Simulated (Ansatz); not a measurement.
## Fields on a plane of V5Si3 (space group I4/mcm)

```
V5Si3
1.0
   -4.65442     4.65442     2.33863
    4.65442    -4.65442     2.33863
    4.65442     4.65442    -2.33863
V Si
10 6
Direct
  0.77510   0.07473   0.84983
  0.22490   0.92527   0.15017
  0.07473   0.22490   0.29963
  0.92527   0.77510   0.70037
  0.72490   0.57473   0.29963
  0.27510   0.42527   0.70037
  0.42527   0.72490   0.15017
  0.57473   0.27510   0.84983
  0.25000   0.75000   0.50000
  0.75000   0.25000   0.50000
  0.16601   0.66601   0.83203
  0.83399   0.33399   0.16797
  0.66601   0.83399   0.50000
  0.33399   0.16601   0.50000
  0.75000   0.75000   0.00000
  0.25000   0.25000   0.00000
```

The slice is a (100) plane (indices of the conventional cell) through the point (0.166, 0.666, 0.832) (fractional), spanned by u = [110] and v = [101] in vectors of this cell: u (4.68 Å) and v (9.31 Å, at 90° to u). It covers one period; positions are fractions (u, v).

Atoms on it: Si at (0.00, 0.00); Si at (0.50, 0.67). Other atoms lie within 1 Å of the plane.

Level of theory: PBEsol (plane waves to 420 eV, PAW, scalar-relativistic; Ansatz, a quantum-chemistry and plane-wave program). k mesh 9×9×9. Inside the PAW spheres the values are not all-electron values, and peaks at nuclei hang on which shells count as valence. V5Si3 is run without spin polarisation. V5Si3 was relaxed with its symmetry unable to fall.

```
|xx*@%+-:::-+%@*x|
|+*@@#=.....=#@@*|
|@@@%*-.   .-*%@@|
|%%%#+-.   .-+#%%|
|==+++=-:.:-=+++=|
|..:=+*******+=:.|
|  .-+#@@@@@#+-. |
|  .-*@@@%@@@*-. |
|..:=%@%=x=%@%=:.|
|--=*%@=xxx=@%*=-|
|--=+#%-xxx-%#+=-|
|...-*%*xxx*%*-..|
|.. .=#@%#%@#=. .|
|:.  :*%@@@%*:  .|
|.   :=======:   |
|   :::     :::  |
|..:-:  :-:  :-:.|
|-==+: :#%#: :+==|
|--++- :%@%: -++-|
| .-+= .*%*. =+-.|
|  .=+: .-. :+=. |
|+- .++.   .++. -|
|@#: -+=:.:=+- :#|
|@%: :++=-=++: :%|
|#+. :==-:-==: .+|
|.   :-.   .-:   |
| ..::.     .::..|
|##*+:   .   :+*#|
|@@@*-  .:.  -*@@|
|+*%%=. ... .=%%*|
|xx+%#=:::::=#%+x|
|xx-%%*=====*%%-x|
```
Scale: ten equal steps from 0.11 (start of ' ') to 0.72 (end of '@'), in the order ' .:-=+*#%@'. Values: electron localisation function (ELF). The map has 16 points along u (one character each, u = 0 at the left) and 32 along v (v = 0 in the bottom row). Points within 0.5 Å of a nucleus are blanked (x), as the pseudised field means little there.

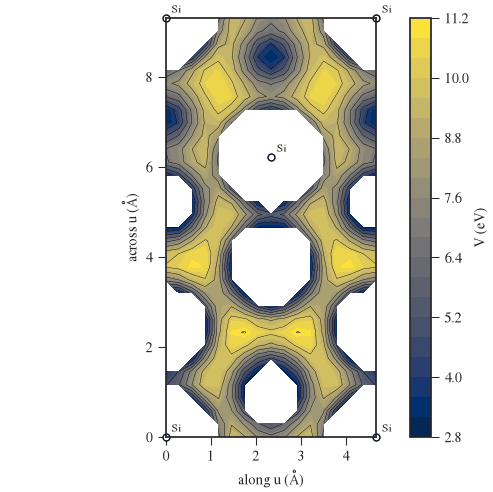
Electrostatic potential energy of an electron, from the cell's mean, in eV, one period of the plane, atoms marked. Points within 1 Å of a nucleus are left white, as the pseudised field means little there. Values under 3 eV are set to 3. The zero, the cell's mean, hangs on the PAW cores.
